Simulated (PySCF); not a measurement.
## Electronic structure of C8H13PS (SMILES Cc1cpc(C(C)(C)C)s1) in real space

```yaml
atoms:
  - { symbol: C, position_ang: [3.9110, -0.2486, 0.2325] }
  - { symbol: C, position_ang: [2.5320, 0.2328, -0.0664] }
  - { symbol: C, position_ang: [2.1955, 1.3804, -0.6990] }
  - { symbol: P, position_ang: [0.4828, 1.7435, -0.9325] }
  - { symbol: C, position_ang: [-0.0397, 0.3070, -0.1615] }
  - { symbol: C, position_ang: [-1.4715, -0.1152, 0.0317] }
  - { symbol: C, position_ang: [-1.7178, -1.4243, -0.7291] }
  - { symbol: C, position_ang: [-2.4055, 0.9675, -0.5080] }
  - { symbol: C, position_ang: [-1.7431, -0.3299, 1.5257] }
  - { symbol: S, position_ang: [1.1986, -0.7490, 0.4365] }
  - { symbol: H, position_ang: [4.6445, 0.4715, -0.1217] }
  - { symbol: H, position_ang: [4.0951, -1.2069, -0.2531] }
  - { symbol: H, position_ang: [4.0420, -0.3877, 1.3056] }
  - { symbol: H, position_ang: [2.9509, 2.0656, -1.0531] }
  - { symbol: H, position_ang: [-1.0776, -2.2160, -0.3450] }
  - { symbol: H, position_ang: [-2.7550, -1.7336, -0.6206] }
  - { symbol: H, position_ang: [-1.5046, -1.2888, -1.7877] }
  - { symbol: H, position_ang: [-2.2386, 1.9087, 0.0120] }
  - { symbol: H, position_ang: [-3.4427, 0.6716, -0.3683] }
  - { symbol: H, position_ang: [-2.2283, 1.1256, -1.5701] }
  - { symbol: H, position_ang: [-2.7821, -0.6106, 1.6813] }
  - { symbol: H, position_ang: [-1.5427, 0.5840, 2.0813] }
  - { symbol: H, position_ang: [-1.1077, -1.1205, 1.9197] }
```

Geometry: GFN2-xTB.

Method: PBE0/pcSseg-1, SCF density, gas phase, non-relativistic in PySCF.

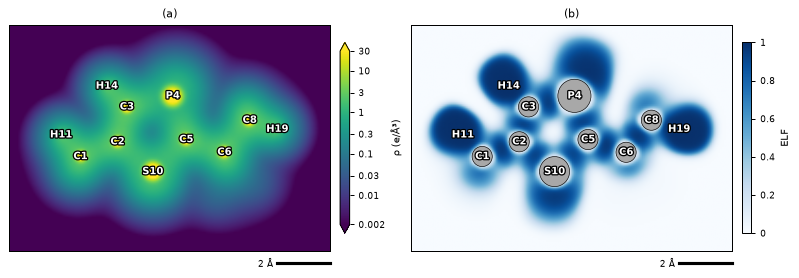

Figure 1. (a) total electron density; (b) ELF on the plane of atoms C6, C8 and H19. Grey discs cover the atomic cores in the ELF map.

Q: Interpret the plot.

A:
- The section cuts through C, P, S and H sites.
- C–C (1.35 Å): ρ at the midpoint is about 2.2 e/Å³; the ELF peaks at about 0.90 between the atoms: a covalent bond.
- C–P (1.71 Å): ρ at the midpoint is about 1.3 e/Å³; the ELF peaks at about 0.90 between the atoms, as expected for a covalent bond.
- C–S (1.73 Å): ρ is about 1.4 e/Å³ halfway; the ELF peaks at about 0.90 between the atoms; a covalent bond.
- C–H (1.08 Å): the density is about 2 e/Å³ at the midpoint; the ELF climbs to about 1 towards the hydrogen, as it does in any bond to H: a covalent bond by its length.
- C–C (1.49 Å): ρ is about 1.7 e/Å³ halfway; the ELF peaks at about 0.95 between the atoms: a shared electron pair.
- The ELF also peaks beside S10 and P4, away from the bonds: lone-pair regions.

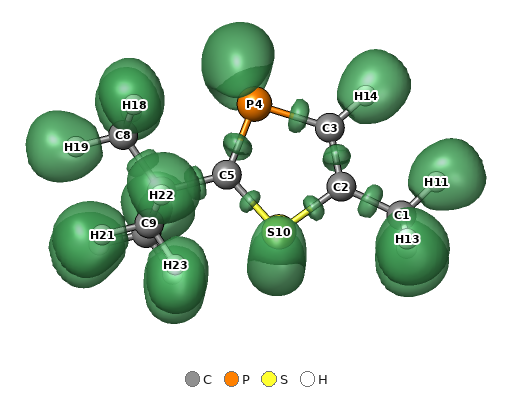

Figure 2. Isosurface of the electron localisation function at 0.85 (green), seen at a tilt. Only the valence region is drawn (cores and ρ < 0.01 e/Å³ removed).

Q: Identify the bonds, lone pairs and shells in this picture.

A: The ELF exceeds this value in six regions between bonded C–C atoms (shared pairs), two regions between bonded C–P atoms (shared pairs), two regions between bonded C–S atoms (shared pairs), 13 regions around hydrogen nuclei, one lobe on P, pointing away from the bonds (lone pairs) and one lobe on S, pointing away from the bonds (lone pairs, which may merge into one lobe).

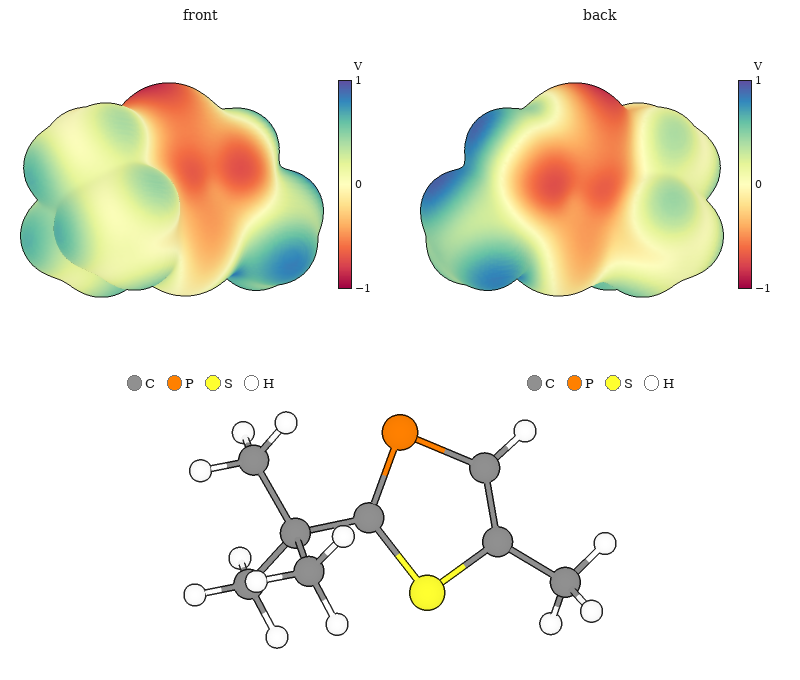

Figure 3. The molecular electrostatic potential painted on the density surface at 0.002 e/bohr³, seen from the front and from behind; red is negative and blue positive. The bare structure is drawn below in the same view.

Q: Which sites attract a positive test charge, and which a negative one?

A: A positive charge is drawn to the negative regions and a negative charge to the positive ones. The most negative region (about −0.8 V) lies over P4, the most positive (about +0.9 V) over H11 and H14.

Q: What dipole moment does the calculation give?

A: Its dipole moment is 1.40 D.
